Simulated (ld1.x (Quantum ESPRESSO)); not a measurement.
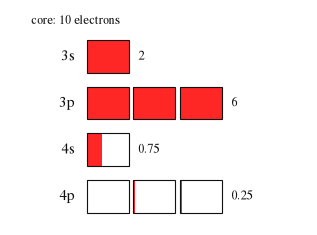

The valence shells of the reference configuration: a box for each of the 2l + 1 orbitals, shaded by the share of the shell that is filled, with the electron count at the right.

Run report: K, pseudopotential generation (part 1 of 2)

- system: potassium (K, Z = 19), core [Ne], reference valence 3s2 3p6 4s0.75 4p0.25, valence charge 9.
- method: ultrasoft potential, revPBE, fully relativistic, made with ld1.x (Quantum ESPRESSO) 7.5

### Summary

- outcome: generated
- cutoffs needed: 15 Ry and 21 Ry (the cutoffs, on a coarse ladder, from which the occupation-weighted sum of valence levels, in a spherical-Bessel basis at the reference potential, stays within 10 and 1 mRy of its value at 400 Ry); ghost states and empty shells don't enter this sum
- ghost test: no ghost state below the valence levels in the s, p1/2, p3/2, d3/2, d5/2, f channels (spherical-Bessel basis up to 400 Ry, 20 bohr box)
- largest excitation error: -180 meV (all-electron minus pseudo) for 3s1 3p6 4s1 4p0, out of 6 test configurations
- lowest eigenvalue of the overlap operator S in a Bessel basis (separate test): 0.1 (p1/2 channel)
- density cutoff estimated by the generator: 119 Ry
- range over which the phases arctan(r u′/u) at the test radius agree within 0.05 rad (a looser test near the poles than one of phase shifts): s: over the whole range computed; p1/2: over the whole range computed; p3/2: over the whole range computed; d3/2: up to about 1.6 Ry; d5/2: up to about 1.6 Ry
- hardware: 1 CPU thread, shared host
- wall time: 2.7 s

### Input file
```
 &input
   title='K', zed=19., rel=2, dft='REVPBE', iswitch=3,
   config='[Ar] 3d-2 4s0.75 4p0.25', rel_dist='average',
   nld=5, rlderiv=2.75, eminld=-5.0, emaxld=5.0, deld=0.02
 /
 &inputp
   pseudotype=3, tm=.true., lloc=-2, rcloc=2.10,
   nlcc=.true., rcore=1.90,
   which_augfun='PSQ', rmatch_augfun_nc=.true.,
   file_pseudopw='K.UPF', file_wfcaegen='ae.wfc', file_wfcncgen='nc.wfc', file_beta='beta', file_chi='chi', file_wfcusgen='us.wfc'
 /
5
3S  1  0   2.00   0.00  1.70  1.90  0.0
4S  2  0   0.75   0.00  1.70  1.90  0.0
3P  2  1   6.00   0.00  2.00  2.55  0.0
4P  3  1   0.25   0.00  2.00  2.55  0.0
3D  3  2  -2.00   0.25  1.75  2.05  0.0
 &test
   configts(1)='3s2 3p6 4s0.75 4p0.25'
 /
```

### Input of the test run
```
 &input
   title='K', zed=19., rel=2, dft='REVPBE', iswitch=2,
   config='[Ar] 3d-2 4s0.75 4p0.25', rel_dist='average'
 /
 &test
   file_pseudo='K.UPF', nconf=7,
   configts(1)='3s2 3p6 4s0.75 4p0.25',
   configts(2)='3s2 3p6 4s1 4p0',
   configts(3)='3s2 3p6 4s0 4p0',
   configts(4)='3s2 3p6 4s0.5 4p0',
   configts(5)='3s2 3p6 4s0 4p1',
   configts(6)='3s2 3p5 4s1 4p0',
   configts(7)='3s1 3p6 4s1 4p0'
 /
```

Command:
```bash
ld1.x < K.in > K.out
```

### Log
```
     Program LD1 v.7.5

     !!!!!!!!!!!!!!!!!!! WARNING !!!!!!!!!!!!!!!!!!!!!!!
     Message from routine ld1_readin:
     US requires at least two energies per channel 3D
     !!!!!!!!!!!!!!!!!!!!!!!!!!!!!!!!!!!!!!!!!!!!!!!!!!!

     !!!!!!!!!!!!!!!!!!! WARNING !!!!!!!!!!!!!!!!!!!!!!!
     Message from routine ld1_readin:
     US requires at least two energies per channel 3D
     !!!!!!!!!!!!!!!!!!!!!!!!!!!!!!!!!!!!!!!!!!!!!!!!!!!
     --------------------------- All-electron run ----------------------------

     K
     dirac relativistic calculation

     atomic number is 19.00
     dft =REVPBE   lsd =0 sic =0 latt =0  beta=0.20 tr2=1.0E-14
     Exchange-correlation= REVPBE
                           (   1   4   4   4   0   0   0)
     mesh =1165 r(mesh) = 100.03909 a.u. xmin = -7.00 dx = 0.01250
     1 Ry =  13.60569312 eV, c = 137.03599908

     n l j   nl                  e(Ry)          e(Ha)          e(eV)
     Spin orbit split results
     1 0 0.5 1S 1( 2.00)      -258.9132      -129.4566     -3522.6929
     2 0 0.5 2S 1( 2.00)       -26.0083       -13.0042      -353.8612
     2 1 0.5 2P 1( 2.00)       -20.7520       -10.3760      -282.3455
     2 1 1.5 2P 1( 4.00)       -20.5395       -10.2697      -279.4538
     3 0 0.5 3S 1( 2.00)        -2.6295        -1.3148       -35.7766
     3 1 0.5 3P 1( 2.00)        -1.4250        -0.7125       -19.3878
     3 1 1.5 3P 1( 4.00)        -1.4055        -0.7027       -19.1222
     4 0 0.5 4S 1( 0.75)        -0.1801        -0.0901        -2.4510
     4 1 0.5 4P 1( 0.08)        -0.0716        -0.0358        -0.9745
     4 1 1.5 4P 1( 0.17)        -0.0711        -0.0356        -0.9676
     Averaged results
     1 0     1S 1( 2.00)      -258.9132      -129.4566     -3522.6929
     2 0     2S 1( 2.00)       -26.0083       -13.0042      -353.8612
     2 1     2P 1( 6.00)       -20.6103       -10.3052      -280.4177
     3 0     3S 1( 2.00)        -2.6295        -1.3148       -35.7766
     3 1     3P 1( 6.00)        -1.4120        -0.7060       -19.2107
     4 0     4S 1( 0.75)        -0.1801        -0.0901        -2.4510
     4 1     4P 1( 0.25)        -0.0713        -0.0356        -0.9699

     final scf error:  5.9E-15 reached in  29 iterations

     Etot =   -1204.390581 Ry,    -602.195290 Ha,  -16386.568640 eV

     Ekin =    1212.740801 Ry,     606.370400 Ha,   16500.179174 eV
     Encl =   -2866.580783 Ry,   -1433.290391 Ha,  -39001.818443 eV
     Eh   =     516.411453 Ry,     258.205726 Ha,    7026.135752 eV
     Exc  =     -66.962051 Ry,     -33.481026 Ha,    -911.065123 eV

     normalization and overlap integrals

     s(1S/1S) =  1.000000  <r> =   0.0810  <r2> =    0.0088  r(max) =   0.0533
     s(2S/2S) =  1.000000  <r> =   0.3873  <r2> =    0.1779  r(max) =   0.3184
     s(2P/2P) =  1.000000  <r> =   0.3488  <r2> =    0.1509  r(max) =   0.2607
     s(2P/2P) =  1.000000  <r> =   0.3512  <r2> =    0.1529  r(max) =   0.2640
     s(3S/3S) =  1.000000  <r> =   1.2683  <r2> =    1.8622  r(max) =   1.0839
     s(3P/3P) =  1.000000  <r> =   1.4263  <r2> =    2.4174  r(max) =   1.1538
     s(3P/3P) =  1.000000  <r> =   1.4349  <r2> =    2.4469  r(max) =   1.1538
     s(4S/4S) =  1.000000  <r> =   5.0551  <r2> =   29.5532  r(max) =   4.2336
     s(4P/4P) =  1.000000  <r> =   7.1890  <r2> =   60.3999  r(max) =   5.7867
     s(4P/4P) =  1.000000  <r> =   7.2176  <r2> =   60.8711  r(max) =   5.7867

     ------------------------ End of All-electron run ------------------------

     --------------------- Generating US pseudopotential ---------------------

      Generating local potential from pseudized AE potential:
      Matching radius rcloc =   2.1000
      Enforcing V''(0)=0 (lloc=-2)

      Local pseudo, rcloc= 2.076 Estimated cut-off energy=     7.38 Ry

      Computing core charge for nlcc:

       r > 1.90 : true rho core
       r < 1.90 : rho core = a sin(br)/r    a=   0.00  b=   1.56

      Integrated core pseudo-charge :   0.00

     Fully relativistic calculation: |psi|^2

     Wfc 3S LC norm =  0.99986490 SC norm =  0.00013498 missing  0.00000011

     Wfc 4S LC norm =  0.99999071 SC norm =  0.00000813 missing  0.00000116

     Wfc 3P LC norm =  0.99989189 SC norm =  0.00010800 missing  0.00000012

     Wfc 3P LC norm =  0.99989294 SC norm =  0.00010656 missing  0.00000050

     Wfc 4P LC norm =  0.99999550 SC norm =  0.00000366 missing  0.00000083

     Wfc 4P LC norm =  0.99999553 SC norm =  0.00000298 missing  0.00000149
      Wfc-us  3S rcutus= 1.879  Estimated cut-off energy=    14.86 Ry
      Wfc-us  4S rcutus= 1.879  Estimated cut-off energy=    29.01 Ry
      Wfc-us  3P rcutus= 2.536  Estimated cut-off energy=    13.18 Ry
      Wfc-us  3P rcutus= 2.536  Estimated cut-off energy=    13.16 Ry
      Wfc-us  4P rcutus= 2.536  Estimated cut-off energy=    24.87 Ry
      Wfc-us  4P rcutus= 2.536  Estimated cut-off energy=    24.83 Ry
      Wfc-us  3D rcutus= 2.025  Estimated cut-off energy=    27.47 Ry
      Wfc-us  3D rcutus= 2.025  Estimated cut-off energy=    27.46 Ry

     Q pseudized with Bessel functions
     Expected ecutrho=     118.8594 due to l1=  2   l2=  2

     ------------------- End of pseudopotential generation -------------------

     --------------------------- All-electron run ----------------------------

     K
     dirac relativistic calculation

     atomic number is 19.00
     dft =REVPBE   lsd =0 sic =0 latt =0  beta=0.20 tr2=1.0E-14
     Exchange-correlation= REVPBE
                           (   1   4   4   4   0   0   0)
     mesh =1165 r(mesh) = 100.03909 a.u. xmin = -7.00 dx = 0.01250
     1 Ry =  13.60569312 eV, c = 137.03599908

     n l j   nl                  e(Ry)          e(Ha)          e(eV)
     Spin orbit split results
     1 0 0.5 1S 1( 2.00)      -258.9132      -129.4566     -3522.6929
     2 0 0.5 2S 1( 2.00)       -26.0083       -13.0042      -353.8612
     2 1 0.5 2P 1( 2.00)       -20.7520       -10.3760      -282.3455
     2 1 1.5 2P 1( 4.00)       -20.5395       -10.2697      -279.4538
     3 0 0.5 3S 1( 2.00)        -2.6295        -1.3148       -35.7766
     3 1 0.5 3P 1( 2.00)        -1.4250        -0.7125       -19.3878
     3 1 1.5 3P 1( 4.00)        -1.4055        -0.7027       -19.1222
     4 0 0.5 4S 1( 0.75)        -0.1801        -0.0901        -2.4510
     4 1 0.5 4P 1( 0.08)        -0.0716        -0.0358        -0.9745
     4 1 1.5 4P 1( 0.17)        -0.0711        -0.0356        -0.9676
     Averaged results
     1 0     1S 1( 2.00)      -258.9132      -129.4566     -3522.6929
     2 0     2S 1( 2.00)       -26.0083       -13.0042      -353.8612
     2 1     2P 1( 6.00)       -20.6103       -10.3052      -280.4177
     3 0     3S 1( 2.00)        -2.6295        -1.3148       -35.7766
     3 1     3P 1( 6.00)        -1.4120        -0.7060       -19.2107
     4 0     4S 1( 0.75)        -0.1801        -0.0901        -2.4510
     4 1     4P 1( 0.25)        -0.0713        -0.0356        -0.9699

     final scf error:  5.9E-15 reached in  29 iterations

     Etot =   -1204.390581 Ry,    -602.195290 Ha,  -16386.568640 eV

     Ekin =    1212.740801 Ry,     606.370400 Ha,   16500.179174 eV
     Encl =   -2866.580783 Ry,   -1433.290391 Ha,  -39001.818443 eV
     Eh   =     516.411453 Ry,     258.205726 Ha,    7026.135752 eV
     Exc  =     -66.962051 Ry,     -33.481026 Ha,    -911.065123 eV

     normalization and overlap integrals

     s(1S/1S) =  1.000000  <r> =   0.0810  <r2> =    0.0088  r(max) =   0.0533
     s(2S/2S) =  1.000000  <r> =   0.3873  <r2> =    0.1779  r(max) =   0.3184
     s(2P/2P) =  1.000000  <r> =   0.3488  <r2> =    0.1509  r(max) =   0.2607
     s(2P/2P) =  1.000000  <r> =   0.3512  <r2> =    0.1529  r(max) =   0.2640
     s(3S/3S) =  1.000000  <r> =   1.2683  <r2> =    1.8622  r(max) =   1.0839
     s(3P/3P) =  1.000000  <r> =   1.4263  <r2> =    2.4174  r(max) =   1.1538
     s(3P/3P) =  1.000000  <r> =   1.4349  <r2> =    2.4469  r(max) =   1.1538
     s(4S/4S) =  1.000000  <r> =   5.0551  <r2> =   29.5532  r(max) =   4.2336
     s(4P/4P) =  1.000000  <r> =   7.1890  <r2> =   60.3999  r(max) =   5.7867
     s(4P/4P) =  1.000000  <r> =   7.2176  <r2> =   60.8711  r(max) =   5.7867

     ------------------------ End of All-electron run ------------------------

     Computing logarithmic derivative in   2.75063
     Computing logarithmic derivative in   2.75063
     Computing the partial wave expansion
     R is outside the sphere for l=    0 j= 0.50
     R is outside the sphere for l=    0 j= 0.50
     R is outside the sphere for l=    1 j= 0.50
     R is outside the sphere for l=    1 j= 0.50
     R is outside the sphere for l=    1 j= 1.50
     R is outside the sphere for l=    1 j= 1.50
     R is outside the sphere for l=    2 j= 1.50
     R is outside the sphere for l=    2 j= 2.50

     ---------------------- Testing the pseudopotential ----------------------

     K
     dirac relativistic calculation

     atomic number is 19.00   valence charge is  9.00
     dft =REVPBE   lsd =0 sic =0 latt =0  beta=0.20 tr2=1.0E-14
     mesh =1165 r(mesh) = 100.03909 xmin = -7.00 dx = 0.01250

     n l  j  nl             e AE (Ry)       e PS (Ry)    De AE-PS (Ry)
     1 0 0.5 3S   1( 2.00)       -2.62953       -2.62953       -0.00000
     2 1 0.5 3P   1( 2.00)       -1.42497       -1.42497       -0.00000
     2 1 1.5 3P   1( 4.00)       -1.40545       -1.40545        0.00000
     2 0 0.5 4S   1( 0.75)       -0.18014       -0.18014       -0.00000
     3 1 0.5 4P   1( 0.08)       -0.07162       -0.07162       -0.00000
     3 1 1.5 4P   1( 0.17)       -0.07112       -0.07112       -0.00000

     eps = 1.4E-16  iter =  6

     Etot =   -1204.390581 Ry,    -602.195290 Ha,  -16386.568640 eV
     Etotps =   -56.987575 Ry,     -28.493787 Ha,    -775.355457 eV

     Ekin =      12.180101 Ry,       6.090050 Ha,     165.718710 eV
     Encl =    -102.279893 Ry,     -51.139947 Ha,   -1391.588840 eV
     Ehrt =      45.593413 Ry,      22.796706 Ha,     620.329983 eV
     Ecxc =      -8.514907 Ry,      -4.257454 Ha,    -115.851217 eV
     (Ecc =      -0.000026 Ry,      -0.000013 Ha,      -0.000351 eV)
     Epseu=      -3.966288 Ry,      -1.983144 Ha,     -53.964092 eV

     ---------------------- End of pseudopotential test ----------------------
```

### Output of the test run (extracts)
```
     ---------------------- Testing the pseudopotential ----------------------

     K
     dirac relativistic calculation

     atomic number is 19.00   valence charge is  9.00
     dft =REVPBE   lsd =0 sic =0 latt =0  beta=0.20 tr2=1.0E-14
     mesh =1165 r(mesh) = 100.03909 xmin = -7.00 dx = 0.01250

     n l  j  nl             e AE (Ry)       e PS (Ry)    De AE-PS (Ry)
     1 0 0.5 3S   1( 2.00)       -2.62953       -2.62953       -0.00000
     2 1 0.5 3P   1( 2.00)       -1.42497       -1.42497       -0.00000
     2 1 1.5 3P   1( 4.00)       -1.40545       -1.40545        0.00000
     2 0 0.5 4S   1( 0.75)       -0.18014       -0.18014       -0.00000
     3 1 0.5 4P   1( 0.08)       -0.07162       -0.07162       -0.00000
     3 1 1.5 4P   1( 0.17)       -0.07112       -0.07112       -0.00000

     eps = 1.4E-16  iter =  6

     Etot =   -1204.390581 Ry,    -602.195290 Ha,  -16386.568640 eV
     Etotps =   -56.987575 Ry,     -28.493787 Ha,    -775.355457 eV

     Ekin =      12.180101 Ry,       6.090050 Ha,     165.718710 eV
     Encl =    -102.279893 Ry,     -51.139947 Ha,   -1391.588841 eV
     Ehrt =      45.593413 Ry,      22.796706 Ha,     620.329983 eV
     Ecxc =      -8.514907 Ry,      -4.257454 Ha,    -115.851217 eV
     (Ecc =      -0.000026 Ry,      -0.000013 Ha,      -0.000351 eV)
     Epseu=      -3.966288 Ry,      -1.983144 Ha,     -53.964092 eV

     ---------------------- End of pseudopotential test ----------------------

     ---------------------- Testing the pseudopotential ----------------------

     K
     dirac relativistic calculation

     atomic number is 19.00   valence charge is  9.00
     dft =REVPBE   lsd =0 sic =0 latt =0  beta=0.20 tr2=1.0E-14
     mesh =1165 r(mesh) = 100.03909 xmin = -7.00 dx = 0.01250

     n l  j  nl             e AE (Ry)       e PS (Ry)    De AE-PS (Ry)
     1 0 0.5 3S   1( 2.00)       -2.60167       -2.59876       -0.00290
     2 1 0.5 3P   1( 2.00)       -1.39744       -1.39556       -0.00188
     2 1 1.5 3P   1( 4.00)       -1.37794       -1.37614       -0.00180
     2 0 0.5 4S   1( 1.00)       -0.16721       -0.16716       -0.00005
     3 1 0.5 4P   1( 0.00)       -0.06034       -0.06524        0.00490
     3 1 1.5 4P   1( 0.00)       -0.05985       -0.06137        0.00152

     eps = 7.6E-15  iter = 12

     Etot =   -1204.417579 Ry,    -602.208790 Ha,  -16386.935976 eV
     Etotps =   -57.014295 Ry,     -28.507147 Ha,    -775.718997 eV
     dEtot_ae =      -0.026999 Ry
     dEtot_ps =      -0.026720 Ry,   Delta E=      -0.000279 Ry

     Ekin =      12.007000 Ry,       6.003500 Ha,     163.363555 eV
     Encl =    -102.546490 Ry,     -51.273245 Ha,   -1395.216078 eV
     Ehrt =      45.848570 Ry,      22.924285 Ha,     623.801578 eV
     Ecxc =      -8.527606 Ry,      -4.263803 Ha,    -116.023985 eV
     (Ecc =      -0.000026 Ry,      -0.000013 Ha,      -0.000351 eV)
     Epseu=      -3.795769 Ry,      -1.897884 Ha,     -51.644066 eV

     ---------------------- End of pseudopotential test ----------------------

     ---------------------- Testing the pseudopotential ----------------------

     K
     dirac relativistic calculation

     atomic number is 19.00   valence charge is  9.00
     dft =REVPBE   lsd =0 sic =0 latt =0  beta=0.20 tr2=1.0E-14
     mesh =1165 r(mesh) = 100.03909 xmin = -7.00 dx = 0.01250

     n l  j  nl             e AE (Ry)       e PS (Ry)    De AE-PS (Ry)
     1 0 0.5 3S   1( 2.00)       -3.04623       -3.04262       -0.00360
     2 1 0.5 3P   1( 2.00)       -1.83947       -1.83689       -0.00257
     2 1 1.5 3P   1( 4.00)       -1.81983       -1.81734       -0.00249
     2 0 0.5 4S   1( 0.00)       -0.46311       -0.46305       -0.00005
     3 1 0.5 4P   1( 0.00)       -0.28583       -0.30150        0.01568  !
     3 1 1.5 4P   1( 0.00)       -0.28436       -0.28951        0.00515  !

     eps = 4.8E-15  iter =  8

     Etot =   -1204.104275 Ry,    -602.052138 Ha,  -16382.673257 eV
     Etotps =   -56.701067 Ry,     -28.350533 Ha,    -771.457312 eV
     dEtot_ae =       0.286305 Ry
     dEtot_ps =       0.286508 Ry,   Delta E=      -0.000203 Ry

     Ekin =      11.782265 Ry,       5.891132 Ha,     160.305877 eV
     Encl =     -98.539492 Ry,     -49.269746 Ha,   -1340.698089 eV
     Ehrt =      42.114156 Ry,      21.057078 Ha,     572.992278 eV
     Ecxc =      -8.323798 Ry,      -4.161899 Ha,    -113.251042 eV
     (Ecc =      -0.000026 Ry,      -0.000013 Ha,      -0.000351 eV)
     Epseu=      -3.734197 Ry,      -1.867098 Ha,     -50.806336 eV

     ---------------------- End of pseudopotential test ----------------------

     ---------------------- Testing the pseudopotential ----------------------

     K
     dirac relativistic calculation

     atomic number is 19.00   valence charge is  9.00
     dft =REVPBE   lsd =0 sic =0 latt =0  beta=0.20 tr2=1.0E-14
     mesh =1165 r(mesh) = 100.03909 xmin = -7.00 dx = 0.01250

     n l  j  nl             e AE (Ry)       e PS (Ry)    De AE-PS (Ry)
     1 0 0.5 3S   1( 2.00)       -2.80611       -2.80293       -0.00318
     2 1 0.5 3P   1( 2.00)       -1.60113       -1.59899       -0.00215
     2 1 1.5 3P   1( 4.00)       -1.58159       -1.57952       -0.00206
     2 0 0.5 4S   1( 0.50)       -0.30831       -0.30823       -0.00008
     3 1 0.5 4P   1( 0.00)       -0.17430       -0.18264        0.00834  !
     3 1 1.5 4P   1( 0.00)       -0.17350       -0.17612        0.00262

     eps = 4.0E-15  iter = 11

     Etot =   -1204.299422 Ry,    -602.149711 Ha,  -16385.328360 eV
     Etotps =   -56.896171 Ry,     -28.448085 Ha,    -774.111840 eV
     dEtot_ae =       0.091159 Ry
     dEtot_ps =       0.091404 Ry,   Delta E=      -0.000245 Ry

     Ekin =      11.926724 Ry,       5.963362 Ha,     162.271350 eV
     Encl =    -100.705595 Ry,     -50.352798 Ha,   -1370.169422 eV
     Ehrt =      44.085570 Ry,      22.042785 Ha,     599.814736 eV
     Ecxc =      -8.428299 Ry,      -4.214150 Ha,    -114.672854 eV
     (Ecc =      -0.000026 Ry,      -0.000013 Ha,      -0.000351 eV)
     Epseu=      -3.774571 Ry,      -1.887285 Ha,     -51.355651 eV

     ---------------------- End of pseudopotential test ----------------------

     ---------------------- Testing the pseudopotential ----------------------

     K
     dirac relativistic calculation

     atomic number is 19.00   valence charge is  9.00
     dft =REVPBE   lsd =0 sic =0 latt =0  beta=0.20 tr2=1.0E-14
     mesh =1165 r(mesh) = 100.03909 xmin = -7.00 dx = 0.01250

     n l  j  nl             e AE (Ry)       e PS (Ry)    De AE-PS (Ry)
     1 0 0.5 3S   1( 2.00)       -2.70932       -2.72385        0.01453  !
     2 1 0.5 3P   1( 2.00)       -1.50362       -1.51613        0.01251  !
     2 1 1.5 3P   1( 4.00)       -1.48404       -1.49640        0.01236  !
     2 0 0.5 4S   1( 0.00)       -0.21449       -0.21791        0.00342
     3 1 0.5 4P   1( 0.33)       -0.10250       -0.10049       -0.00200
     3 1 1.5 4P   1( 0.67)       -0.10195       -0.10223        0.00027

     eps = 7.9E-15  iter = 24

     Etot =   -1204.307761 Ry,    -602.153880 Ha,  -16385.441816 eV
     Etotps =   -56.903269 Ry,     -28.451634 Ha,    -774.208414 eV
     dEtot_ae =       0.082820 Ry
     dEtot_ps =       0.084306 Ry,   Delta E=      -0.001486 Ry

     Ekin =      12.389375 Ry,       6.194688 Ha,     168.566034 eV
     Encl =    -101.441415 Ry,     -50.720707 Ha,   -1380.180762 eV
     Ehrt =      44.814725 Ry,      22.407363 Ha,     609.735398 eV
     Ecxc =      -8.476619 Ry,      -4.238310 Ha,    -115.330278 eV
     (Ecc =      -0.000026 Ry,      -0.000013 Ha,      -0.000351 eV)
     Epseu=      -4.189335 Ry,      -2.094668 Ha,     -56.998807 eV

     ---------------------- End of pseudopotential test ----------------------
```

(Continued in part 2.)
